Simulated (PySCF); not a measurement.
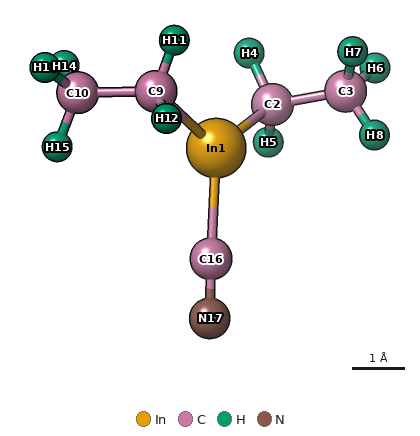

Fig. 1: The structure as given in the input (ball-and-stick view, seen at a tilt; atoms are numbered from 1 in the order of the input). Sticks mark near contacts.

## C$_{5}$H$_{10}$InN: geometry relaxation (part 1 of 2)

The run: geometry relaxation of C$_{5}$H$_{10}$InN (InEt2(CN)). Method and program: PBE0-D3(BJ)/def2-SVP geometry optimisation, gas phase (PySCF 2.14.0).

It belongs to a series of runs on one base structure; here: one ligand: Et to CN.

The program's output
```
step   0  E = -440.89588561  max force = 0.055407
step   1  E = -440.91786343  max force = 0.016537
step   2  E = -440.91927863  max force = 0.003471
step   3  E = -440.91964024  max force = 0.003369
step   4  E = -440.91975594  max force = 0.001483
step   5  E = -440.91984024  max force = 0.001232
step   6  E = -440.91989601  max force = 0.001186
step   7  E = -440.91998004  max force = 0.001562
step   8  E = -440.92003632  max force = 0.002768
step   9  E = -440.92024383  max force = 0.003168
step  10  E = -440.92075508  max force = 0.004258
step  11  E = -440.92109643  max force = 0.003724
step  12  E = -440.92134969  max force = 0.001753
step  13  E = -440.92158174  max force = 0.001814
step  14  E = -440.92177786  max force = 0.001670
step  15  E = -440.92186002  max force = 0.001718
step  16  E = -440.92192541  max force = 0.000979
step  17  E = -440.92198818  max force = 0.000547
step  18  E = -440.92202849  max force = 0.000894
step  19  E = -440.92204201  max force = 0.000634
step  20  E = -440.92205938  max force = 0.000343
step  21  E = -440.92207167  max force = 0.000329
optimisation converged
```

Trajectory as extended XYZ (Å, eV, eV/Å), 22 frames, from step=0 to step=21
```
17
Properties=species:S:1:pos:R:3:forces:R:3 step=0 energy=-11997.38814
In   -0.1935   -0.5726   -0.0169   -0.6981   1.7287  -0.0049
C     1.9979   -0.7374   -0.0324    0.3471   0.9636  -1.5922
C     2.5017   -0.8177    1.3671    2.8492   1.2853  -0.3527
H     2.5298    0.1513   -0.5553   -1.1427  -1.1852   0.5445
H     2.2579   -1.6432   -0.6244   -0.0949   0.2786   0.2571
H     3.6384   -0.8898    1.3700   -0.8730  -0.0255  -0.0923
H     2.3387    0.0785    1.9667   -0.4486   0.2899   0.1837
H     2.2020   -1.6619    1.8999   -0.9703  -1.8070   1.2065
C    -1.5943    1.3660    0.1140    0.8072  -1.9471  -2.6474
C    -2.1100    1.7139   -1.2993   -1.9887   0.2721   0.7305
H    -1.0238    2.1557    0.5087    1.0550   1.3182   0.8088
H    -2.4059    1.1384    0.7478   -1.1818  -0.4724   1.1717
H    -2.8335    2.6306   -1.3031    1.0552  -1.3282   0.1611
H    -1.3257    1.9603   -1.9839    0.9008   0.2764  -0.6933
H    -2.6931    0.8701   -1.7606    0.3372   0.5224   0.3374
C    -1.3756   -2.3690   -0.1273    0.5822   0.6263   0.0418
N    -1.9396   -3.3738   -0.2109   -0.5358  -0.7961  -0.0603
17
Properties=species:S:1:pos:R:3:forces:R:3 step=1 energy=-11997.98618
In   -0.2199   -0.4700   -0.0280   -0.2077   0.5797   0.0558
C     1.9416   -0.6762   -0.0544   -0.0658  -0.1064  -0.1365
C     2.4874   -0.7891    1.3601    0.8504   0.0898   0.0715
H     2.4065    0.1760   -0.5803   -0.1996  -0.0020   0.0511
H     2.1776   -1.5727   -0.6494    0.0099  -0.0255   0.0673
H     3.5955   -0.8766    1.3512   -0.1876  -0.0444  -0.0832
H     2.3011    0.1083    1.9712   -0.2379  -0.0399   0.0337
H     2.1391   -1.6758    1.9051   -0.2343  -0.0302   0.0562
C    -1.5326    1.3029    0.1031    0.4607  -0.6098  -0.3440
C    -2.0529    1.6455   -1.2861   -0.3866   0.2224  -0.0126
H    -0.9389    2.1218    0.5256   -0.0650   0.1296   0.1434
H    -2.3538    1.0401    0.7803   -0.0487   0.0764   0.1533
H    -2.7491    2.5093   -1.2546    0.1267  -0.1144  -0.0104
H    -1.2528    1.9176   -1.9898    0.0811   0.0038  -0.0318
H    -2.6227    0.8155   -1.7376    0.0480   0.0030   0.0168
C    -1.3918   -2.2839   -0.1375    0.1355  -0.1266  -0.0373
N    -1.9630   -3.2932   -0.2190   -0.0790  -0.0056   0.0065
17
Properties=species:S:1:pos:R:3:forces:R:3 step=2 energy=-11998.02469
In   -0.2103   -0.4127   -0.0229    0.0972  -0.0822   0.0079
C     1.9394   -0.6741   -0.0469   -0.0404  -0.1785   0.0517
C     2.5053   -0.8012    1.3645    0.1195   0.0236   0.0431
H     2.3919    0.1753   -0.5768   -0.0040   0.0933  -0.0310
H     2.1580   -1.5768   -0.6379   -0.0088  -0.0033  -0.0052
H     3.6029   -0.9172    1.3513   -0.0031  -0.0199  -0.0331
H     2.3013    0.0911    1.9795   -0.0371  -0.0360   0.0174
H     2.1069   -1.6786    1.9000   -0.0301   0.0438  -0.0023
C    -1.5154    1.2916    0.0898    0.0170   0.0448  -0.1056
C    -2.0656    1.6381   -1.2916   -0.0396   0.0535  -0.0132
H    -0.9475    2.1301    0.5206   -0.1016   0.0461   0.0267
H    -2.3273    1.0247    0.7835    0.0003   0.0688   0.0322
H    -2.7676    2.4859   -1.2483   -0.0332   0.0618   0.0196
H    -1.2720    1.9258   -2.0014   -0.0067  -0.0182   0.0172
H    -2.6211    0.7996   -1.7411    0.0127  -0.0272  -0.0016
C    -1.3668   -2.2469   -0.1397    0.0922  -0.1097  -0.0320
N    -1.9406   -3.2554   -0.2222   -0.0343   0.0393   0.0083
17
Properties=species:S:1:pos:R:3:forces:R:3 step=3 energy=-11998.03453
In   -0.1877   -0.3920   -0.0208   -0.1182   0.0539   0.0165
C     1.9555   -0.6924   -0.0326    0.0170  -0.0770   0.1180
C     2.5310   -0.8277    1.3777   -0.1732  -0.0151   0.0041
H     2.4086    0.1549   -0.5661    0.0514   0.0583  -0.0225
H     2.1591   -1.5986   -0.6231   -0.0226  -0.0008  -0.0279
H     3.6234   -0.9661    1.3574    0.0508  -0.0100  -0.0040
H     2.3302    0.0631    1.9961    0.0433  -0.0153  -0.0064
H     2.1060   -1.6955    1.9122    0.0569   0.0545  -0.0326
C    -1.5279    1.3150    0.0715    0.0477   0.0110  -0.0269
C    -2.1016    1.6556   -1.3030    0.0904  -0.0314  -0.0123
H    -0.9846    2.1732    0.5001   -0.0394  -0.0402  -0.0183
H    -2.3341    1.0493    0.7755    0.0504  -0.0004  -0.0147
H    -2.8127    2.4941   -1.2484   -0.0497   0.0656   0.0246
H    -1.3179    1.9531   -2.0210   -0.0395  -0.0186   0.0299
H    -2.6473    0.8073   -1.7451   -0.0065  -0.0189  -0.0115
C    -1.3269   -2.2429   -0.1435    0.0535  -0.0594  -0.0229
N    -1.9017   -3.2510   -0.2266   -0.0122   0.0439   0.0067
17
Properties=species:S:1:pos:R:3:forces:R:3 step=4 energy=-11998.03768
In   -0.1840   -0.3769   -0.0201   -0.0440   0.0071   0.0048
C     1.9591   -0.6951   -0.0211    0.0150   0.0368   0.0607
C     2.5369   -0.8403    1.3865   -0.0763  -0.0255  -0.0271
H     2.4221    0.1524   -0.5521    0.0080  -0.0234   0.0171
H     2.1509   -1.6004   -0.6174   -0.0127   0.0045  -0.0127
H     3.6285   -0.9933    1.3568    0.0113  -0.0026   0.0113
H     2.3535    0.0495    2.0105    0.0274   0.0078  -0.0137
H     2.1070   -1.7037    1.9207    0.0268   0.0097  -0.0125
C    -1.5265    1.3229    0.0603    0.0088   0.0343  -0.0092
C    -2.1163    1.6571   -1.3080   -0.0077   0.0071   0.0031
H    -0.9907    2.1871    0.4836    0.0017  -0.0167  -0.0139
H    -2.3249    1.0569    0.7719    0.0186  -0.0159   0.0005
H    -2.8325    2.4946   -1.2432    0.0131  -0.0189  -0.0001
H    -1.3435    1.9567   -2.0348   -0.0117  -0.0014   0.0060
H    -2.6621    0.8040   -1.7425   -0.0030   0.0066  -0.0008
C    -1.3140   -2.2332   -0.1523    0.0440  -0.0230  -0.0165
N    -1.8919   -3.2389   -0.2385   -0.0194   0.0137   0.0028
17
Properties=species:S:1:pos:R:3:forces:R:3 step=5 energy=-11998.03998
In   -0.1754   -0.3545   -0.0201    0.0097  -0.0176  -0.0104
C     1.9651   -0.6943   -0.0035   -0.0056   0.0633   0.0109
C     2.5423   -0.8623    1.3995    0.0274  -0.0211  -0.0233
H     2.4438    0.1505   -0.5251   -0.0045  -0.0251   0.0108
H     2.1410   -1.5957   -0.6109    0.0006   0.0010  -0.0032
H     3.6315   -1.0366    1.3623   -0.0124   0.0017   0.0121
H     2.3836    0.0262    2.0309    0.0028   0.0165  -0.0045
H     2.1026   -1.7216    1.9288   -0.0146  -0.0235   0.0125
C    -1.5219    1.3392    0.0449   -0.0250   0.0248   0.0005
C    -2.1399    1.6570   -1.3143   -0.0325  -0.0111   0.0185
H    -0.9900    2.2111    0.4542    0.0318   0.0089  -0.0125
H    -2.3059    1.0735    0.7716   -0.0090  -0.0171   0.0150
H    -2.8601    2.4901   -1.2395    0.0118  -0.0190  -0.0094
H    -1.3852    1.9555   -2.0588    0.0154   0.0092  -0.0125
H    -2.6887    0.7968   -1.7309    0.0015   0.0100   0.0056
C    -1.2937   -2.2171   -0.1684    0.0193   0.0056  -0.0090
N    -1.8778   -3.2186   -0.2605   -0.0168  -0.0065  -0.0011
17
Properties=species:S:1:pos:R:3:forces:R:3 step=6 energy=-11998.04149
In   -0.1639   -0.3310   -0.0222    0.0369  -0.0240  -0.0187
C     1.9739   -0.6881    0.0119   -0.0077   0.0503  -0.0244
C     2.5442   -0.8872    1.4124    0.0610  -0.0090  -0.0021
H     2.4686    0.1557   -0.4956   -0.0116  -0.0168   0.0103
H     2.1380   -1.5828   -0.6090    0.0089   0.0010   0.0004
H     3.6302   -1.0818    1.3750   -0.0177   0.0011   0.0028
H     2.4043   -0.0029    2.0540   -0.0111   0.0091   0.0044
H     2.0891   -1.7452    1.9301   -0.0305  -0.0236   0.0172
C    -1.5145    1.3586    0.0312   -0.0366   0.0072   0.0199
C    -2.1637    1.6519   -1.3183   -0.0317  -0.0128   0.0150
H    -0.9798    2.2386    0.4186    0.0308   0.0156  -0.0148
H    -2.2818    1.0970    0.7773   -0.0106  -0.0034   0.0179
H    -2.8870    2.4819   -1.2397    0.0125  -0.0167  -0.0101
H    -1.4277    1.9428   -2.0840    0.0166   0.0101  -0.0139
H    -2.7166    0.7823   -1.7088    0.0032   0.0060   0.0038
C    -1.2750   -2.1970   -0.1872   -0.0056   0.0155  -0.0045
N    -1.8669   -3.1933   -0.2855   -0.0068  -0.0094  -0.0032
17
Properties=species:S:1:pos:R:3:forces:R:3 step=7 energy=-11998.04378
In   -0.1322   -0.2754   -0.0307    0.0675  -0.0271  -0.0279
C     1.9981   -0.6677    0.0444   -0.0046   0.0064  -0.0732
C     2.5405   -0.9469    1.4406    0.0803   0.0048   0.0364
H     2.5282    0.1781   -0.4211   -0.0173   0.0095   0.0102
H     2.1443   -1.5406   -0.6122    0.0221   0.0044   0.0064
H     3.6180   -1.1853    1.4091   -0.0201  -0.0009  -0.0125
H     2.4326   -0.0811    2.1131   -0.0295  -0.0069   0.0138
H     2.0447   -1.8051    1.9196   -0.0380  -0.0099   0.0156
C    -1.4919    1.4063    0.0008   -0.0363  -0.0313   0.0502
C    -2.2167    1.6306   -1.3221   -0.0164  -0.0177   0.0016
H    -0.9463    2.3053    0.3238    0.0122   0.0211  -0.0187
H    -2.2155    1.1651    0.7969   -0.0042   0.0287   0.0176
H    -2.9451    2.4552   -1.2416    0.0040  -0.0016  -0.0061
H    -1.5276    1.8930   -2.1402    0.0109   0.0065  -0.0085
H    -2.7788    0.7381   -1.6402    0.0062  -0.0028  -0.0009
C    -1.2348   -2.1436   -0.2333   -0.0503   0.0302   0.0028
N    -1.8460   -3.1267   -0.3466    0.0133  -0.0134  -0.0067
17
Properties=species:S:1:pos:R:3:forces:R:3 step=8 energy=-11998.04531
In   -0.0615   -0.1629   -0.0528    0.0988  -0.0374  -0.0298
C     2.0499   -0.6195    0.1086    0.0016  -0.0605  -0.1423
C     2.5133   -1.0672    1.4876    0.0731   0.0137   0.0894
H     2.6441    0.2329   -0.2529   -0.0182   0.0514   0.0177
H     2.1825   -1.4333   -0.6241    0.0404   0.0089   0.0116
H     3.5707   -1.3838    1.4709   -0.0150  -0.0009  -0.0317
H     2.4461   -0.2574    2.2317   -0.0532  -0.0265   0.0196
H     1.9373   -1.9252    1.8686   -0.0338   0.0172   0.0092
C    -1.4375    1.5045   -0.0674   -0.0120  -0.0903   0.0899
C    -2.3136    1.5721   -1.3116   -0.0013  -0.0160  -0.0317
H    -0.8744    2.4346    0.0991   -0.0225   0.0264  -0.0133
H    -2.0600    1.3337    0.8280    0.0091   0.0825   0.0098
H    -3.0486    2.3905   -1.2380   -0.0079   0.0210   0.0026
H    -1.7302    1.7496   -2.2292    0.0012  -0.0014   0.0053
H    -2.8843    0.6421   -1.4603    0.0103  -0.0155  -0.0118
C    -1.1566   -2.0283   -0.3277   -0.1150   0.0528   0.0154
N    -1.8057   -2.9830   -0.4701    0.0444  -0.0253  -0.0099
17
Properties=species:S:1:pos:R:3:forces:R:3 step=9 energy=-11998.05096
In   -0.0144   -0.1004   -0.0728    0.0818  -0.0294  -0.0209
C     2.0841   -0.5835    0.1454    0.0049  -0.1004  -0.1629
C     2.4784   -1.1389    1.5067    0.0405   0.0150   0.1076
H     2.7083    0.2777   -0.1328   -0.0161   0.0693   0.0246
H     2.2336   -1.3489   -0.6355    0.0459   0.0130   0.0106
H     3.5239   -1.4919    1.5083   -0.0042   0.0004  -0.0324
H     2.4084   -0.3774    2.3002   -0.0531  -0.0337   0.0142
H     1.8576   -1.9985    1.8074   -0.0163   0.0293   0.0019
C    -1.3940    1.5641   -0.1149    0.0060  -0.1108   0.0808
C    -2.3623    1.5256   -1.2897    0.0052  -0.0129  -0.0361
H    -0.8228    2.5032   -0.0676   -0.0378   0.0228  -0.0036
H    -1.9433    1.4644    0.8381    0.0154   0.0999  -0.0076
H    -3.0980    2.3442   -1.2296   -0.0132   0.0312   0.0082
H    -1.8511    1.6281   -2.2608   -0.0043  -0.0049   0.0182
H    -2.9319    0.5838   -1.3175    0.0122  -0.0209  -0.0161
C    -1.1172   -1.9574   -0.3838   -0.1242   0.0566   0.0227
N    -1.7880   -2.8948   -0.5407    0.0573  -0.0244  -0.0093
17
Properties=species:S:1:pos:R:3:forces:R:3 step=10 energy=-11998.06487
In    0.0974    0.0202   -0.1340    0.0082   0.0493   0.0017
C     2.1635   -0.4917    0.2281    0.0129  -0.2190  -0.1076
C     2.3633   -1.2866    1.5150   -0.0880   0.0350   0.0550
H     2.8152    0.3910    0.1813   -0.0099   0.0837   0.0425
H     2.4172   -1.1214   -0.6426    0.0387   0.0324   0.0017
H     3.3843   -1.6960    1.5824    0.0311   0.0001  -0.0069
H     2.2102   -0.6634    2.4114   -0.0133  -0.0343  -0.0075
H     1.6698   -2.1426    1.5854    0.0554   0.0371  -0.0034
C    -1.2784    1.6880   -0.2503    0.0131  -0.1354   0.0419
C    -2.4419    1.4053   -1.1919    0.0201   0.0328  -0.0492
H    -0.7203    2.5977   -0.5215   -0.0413   0.0007   0.0201
H    -1.6336    1.8206    0.7880    0.0191   0.0807  -0.0603
H    -3.1792    2.2241   -1.1835   -0.0221   0.0463   0.0167
H    -2.1125    1.2859   -2.2377   -0.0121  -0.0087   0.0468
H    -2.9752    0.4833   -0.9150   -0.0026  -0.0188  -0.0212
C    -1.0484   -1.8053   -0.4904   -0.0811   0.0228   0.0335
N    -1.7599   -2.7095   -0.6643    0.0719  -0.0047  -0.0037
17
Properties=species:S:1:pos:R:3:forces:R:3 step=11 energy=-11998.07416
In    0.1293    0.0404   -0.1610   -0.0269   0.0821   0.0099
C     2.1879   -0.4655    0.2561   -0.0100  -0.1915  -0.0296
C     2.3219   -1.3326    1.5072   -0.1194   0.0361  -0.0219
H     2.8163    0.4344    0.3047   -0.0054   0.0497   0.0377
H     2.5111   -1.0352   -0.6322    0.0150   0.0332  -0.0049
H     3.3428   -1.7334    1.6119    0.0345   0.0014   0.0190
H     2.0986   -0.7680    2.4271    0.0189  -0.0128  -0.0066
H     1.6361   -2.1974    1.4835    0.0692   0.0249  -0.0074
C    -1.2388    1.7162   -0.3080    0.0080  -0.0930  -0.0182
C    -2.4628    1.3795   -1.1519    0.0301   0.0392  -0.0278
H    -0.6931    2.5924   -0.6931   -0.0150  -0.0120   0.0184
H    -1.5222    1.9542    0.7329    0.0096   0.0221  -0.0435
H    -3.1886    2.2092   -1.1630   -0.0126   0.0270   0.0155
H    -2.1976    1.1743   -2.2022   -0.0072  -0.0005   0.0373
H    -2.9878    0.4877   -0.7775   -0.0064  -0.0115  -0.0027
C    -1.0348   -1.7760   -0.5036   -0.0427   0.0117   0.0276
N    -1.7471   -2.6807   -0.6707    0.0603  -0.0061  -0.0025
17
Properties=species:S:1:pos:R:3:forces:R:3 step=12 energy=-11998.08105
In    0.1842    0.0861   -0.2096   -0.0555   0.0601   0.0062
C     2.2134   -0.4248    0.3305   -0.0279  -0.0847   0.0618
C     2.2482   -1.4217    1.4890   -0.0551   0.0177  -0.0901
H     2.7882    0.4867    0.5524    0.0050  -0.0069  -0.0003
H     2.6550   -0.8740   -0.5749   -0.0014   0.0294  -0.0140
H     3.2670   -1.8099    1.6523    0.0126   0.0100   0.0364
H     1.9143   -0.9699    2.4365    0.0216   0.0117   0.0069
H     1.5967   -2.2911    1.3010    0.0431  -0.0055  -0.0049
C    -1.1680    1.7616   -0.4575    0.0070   0.0158  -0.0173
C    -2.5055    1.3552   -1.0630    0.0265   0.0151  -0.0252
H    -0.6647    2.5349   -1.0602    0.0238  -0.0178  -0.0063
H    -1.2966    2.2051    0.5450    0.0030  -0.0269   0.0101
H    -3.1999    2.2111   -1.1160    0.0004  -0.0121   0.0141
H    -2.3910    0.9689   -2.0878   -0.0025  -0.0025   0.0039
H    -2.9987    0.5595   -0.4842   -0.0165   0.0132   0.0078
C    -0.9812   -1.7340   -0.5221   -0.0209   0.0180   0.0167
N    -1.6899   -2.6443   -0.6712    0.0367  -0.0346  -0.0058
```
